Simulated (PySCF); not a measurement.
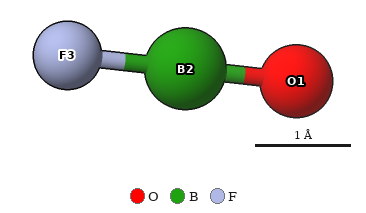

The structure (ball-and-stick view, seen at a tilt; atoms are numbered from 1 in the order of the input).

**BOF: one change and its effect**

System: BOF (Fluorine Oxoborane), SMILES O=BF.
Method of the first run: GIAO KT3/pcSseg-2 NMR shielding, non-relativistic, gas phase (PySCF 2.14.0).

The geometry comes from this level: PBE0-D3(BJ)/def2-TZVP. Text and figures count atoms from 1; the logs count them from 0 in places.

**The input, the first run**
```
{"job": {"kind": "nmr", "xc": "KT3", "basis": "pcSseg-2", "pop": false}, "charge": 0, "multiplicity": 1}
O     -1.223545     0.338043     0.006708
B     -0.049034     0.065065    -0.001981
F      1.199338    -0.226019    -0.011112
```

The first line tells a small driver script what to run in PySCF; the rest is the geometry in Å.

Launched with:
```bash
OMP_NUM_THREADS=1 python <driver script> task.json out
```

Hardware: 1 CPU thread, shared host.

**Output (the first run)**
```
coarse grid: 3264 points
cycle   1  E = -202.4536897160  dE =  4.818e-01  |g| = 1.101e+00  |ddm| = 1.392e+00
cycle   2  E = -200.7142340408  dE =  1.739e+00  |g| = 2.873e+00  |ddm| = 1.746e+00
cycle   3  E = -202.6064455459  dE = -1.892e+00  |g| = 6.117e-01  |ddm| = 1.537e+00
cycle   4  E = -202.6690150525  dE = -6.257e-02  |g| = 2.088e-01  |ddm| = 2.852e-01
cycle   5  E = -202.6751167525  dE = -6.102e-03  |g| = 3.628e-02  |ddm| = 8.230e-02
cycle   6  E = -202.6753967769  dE = -2.800e-04  |g| = 1.022e-02  |ddm| = 3.040e-02
cycle   7  E = -202.6754182561  dE = -2.148e-05  |g| = 1.178e-03  |ddm| = 4.699e-03
cycle   8  E = -202.6754184714  dE = -2.153e-07  |g| = 1.771e-04  |ddm| = 4.587e-04
final grid: 34024 points
cycle   9  E = -202.6842323658  dE = -2.237e-04  |g| = 2.975e-02  |ddm| = 8.267e-02
cycle  10  E = -202.6834208900  dE =  8.115e-04  |g| = 7.270e-02  |ddm| = 3.465e-02
cycle  11  E = -202.6843519900  dE = -9.311e-04  |g| = 9.909e-03  |ddm| = 2.824e-02
cycle  12  E = -202.6843701574  dE = -1.817e-05  |g| = 1.460e-03  |ddm| = 4.134e-03
cycle  13  E = -202.6843705039  dE = -3.465e-07  |g| = 1.782e-04  |ddm| = 5.972e-04
cycle  14  E = -202.6843705100  dE = -6.166e-09  |g| = 5.203e-05  |ddm| = 1.367e-04
cycle  15  E = -202.6843705106  dE = -5.715e-10  |g| = 9.842e-07  |ddm| = 2.526e-05
converged SCF energy = -202.6843705106

GIAO shielding tensors (ppm)
atom      isotropic    diamagn.    paramagn.     s11        s22        s33       span
  0 O      207.634     388.558    -180.924    104.714    104.715    413.474    308.760
  1 B       97.119     207.253    -110.134     33.843     33.843    223.670    189.827
  2 F      381.186     465.378     -84.192    328.260    328.260    487.039    158.779
```

The second run used a changed input.

**The two runs side by side**

| quantity | the first run | the second run |
| --- | --- | --- |
| outcome | converged | converged |
| total energy (hartree) | −202.684371 | −200.023550 |
| HOMO (eV) | −8.75 | −10.00 |
| LUMO (eV) | −1.54 | −0.48 |
| dipole moment (D) | 2.07 | 2.16 |
| shielding of O1 (ppm) | 207.6 | 200.0 |
| shielding of B2 (ppm) | 97.1 | 94.7 |
| shielding of F3 (ppm) | 381.2 | 388.4 |
| SCF iterations | 15 | 13 |
| basis functions | 108 | 108 |
| wall time (shared host) | 3.2 s | 2 s |

What was changed in the input?

The change (lines with − go, lines with + come):
```diff
-"xc": "KT3"
+"xc": "B97-2"
```

The total energies belong to different methods, so their difference says nothing on which is more stable or more accurate. The HOMO goes from −8.75 to −10.00 eV. The LUMO goes from −1.54 to −0.48 eV. The dipole moment goes from 2.07 to 2.16 D. Of all shieldings, the largest change is that of O1, by −7.6 ppm. The functional changes from KT3 to B97-2. Exact exchange removes part of the self-interaction error of semilocal functionals, which pushes filled and empty levels apart. The SCF takes 13 iterations against 15.

**Output (the second run)**
```
coarse grid: 3264 points
cycle   1  E = -199.8585855153  dE =  4.204e-01  |g| = 9.389e-01  |ddm| = 1.323e+00
cycle   2  E = -199.1369047440  dE =  7.217e-01  |g| = 2.075e+00  |ddm| = 1.200e+00
cycle   3  E = -200.0102435977  dE = -8.733e-01  |g| = 2.775e-01  |ddm| = 9.210e-01
cycle   4  E = -200.0220283153  dE = -1.178e-02  |g| = 1.008e-01  |ddm| = 1.239e-01
cycle   5  E = -200.0233815163  dE = -1.353e-03  |g| = 1.256e-02  |ddm| = 3.347e-02
cycle   6  E = -200.0234125262  dE = -3.101e-05  |g| = 3.372e-03  |ddm| = 8.232e-03
cycle   7  E = -200.0234145464  dE = -2.020e-06  |g| = 3.459e-04  |ddm| = 1.350e-03
final grid: 34024 points
cycle   8  E = -200.0235320930  dE = -7.704e-05  |g| = 1.046e-02  |ddm| = 3.115e-02
cycle   9  E = -200.0234740252  dE =  5.807e-05  |g| = 2.075e-02  |ddm| = 1.071e-02
cycle  10  E = -200.0235492791  dE = -7.525e-05  |g| = 1.522e-03  |ddm| = 7.634e-03
cycle  11  E = -200.0235496148  dE = -3.357e-07  |g| = 5.620e-04  |ddm| = 6.871e-04
cycle  12  E = -200.0235496611  dE = -4.635e-08  |g| = 2.734e-05  |ddm| = 1.984e-04
cycle  13  E = -200.0235496613  dE = -1.339e-10  |g| = 6.063e-06  |ddm| = 1.374e-05
converged SCF energy = -200.0235496613

GIAO shielding tensors (ppm)
atom      isotropic    diamagn.    paramagn.     s11        s22        s33       span
  0 O      199.997     387.700    -187.703     93.787     93.794    412.409    318.622
  1 B       94.713     208.266    -113.553     30.826     30.827    222.486    191.660
  2 F      388.352     464.504     -76.152    339.586    339.587    485.883    146.297
```
